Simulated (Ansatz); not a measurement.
C$_{2}$H$_{6}$OSn

Input

```
crystal:
  periodic: [false, false, false]
  atoms:
    - { symbol: C, position_ang: [-0.9136, 1.4349, 0.0687] }
    - { symbol: Sn, position_ang: [0.6466, 0.1844, -0.512] }
    - { symbol: C, position_ang: [0.734, -1.624, 0.5616] }
    - { symbol: O, position_ang: [0.0104, -1.7175, -0.4967] }
    - { symbol: H, position_ang: [-1.8585, 1.2285, -0.5637] }
    - { symbol: H, position_ang: [-1.1885, 1.3513, 1.132] }
    - { symbol: H, position_ang: [-0.644, 2.5373, -0.1184] }
    - { symbol: H, position_ang: [1.3901, 0.4221, -2.1068] }
    - { symbol: H, position_ang: [1.694, -2.2081, 0.4803] }
    - { symbol: H, position_ang: [0.2126, -1.6601, 1.558] }
magnetization:
  spin_polarized: true
basis:
  gaussian: { orbitals: def2-SVP }
hamiltonian:
  xc: pbe0
relax:
  f_tol: 0.02
  max_steps: 50
output:
  orbitals: {}
```

Run with:

```sh
ansatz run input.yaml --threads 2 --pin off --max-ram 3072MiB --backend cpu --events-out ev --progress --plain --runs-dir out
```

The fields are those of the run's last geometry, not of the input's.

Core potentials replace the inner electrons of Sn.

All numbers below come from UKS PBE0/def2-SVP (Ansatz 0.2.0).

Question: What can the converged electron density and electron localisation function tell about the bonding?

Answer: C–Sn (2.18 Å): ρ at the midpoint is about 0.65 e/Å³; the ELF peaks at about 0.90 in the valence shell of C, 0.7 Å from its nucleus, and drops to about 0.20 between the two atoms.
Sn–O (2.41 Å): ρ at the midpoint is about 0.27 e/Å³; the ELF is about 0.10 at the midpoint.
C–H (1.10 Å): the density is about 1.9 e/Å³ at the midpoint; the ELF climbs to about 1 towards the hydrogen, as it does in any bond to H; an ordinary covalent bond to hydrogen.

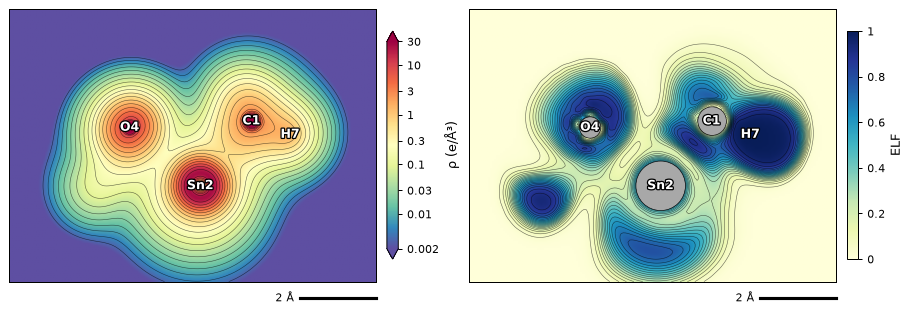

Computed electron density and electron localisation function on the plane of atoms C1, Sn2 and O4, in this order. Grey discs cover the atomic cores in the ELF map. 
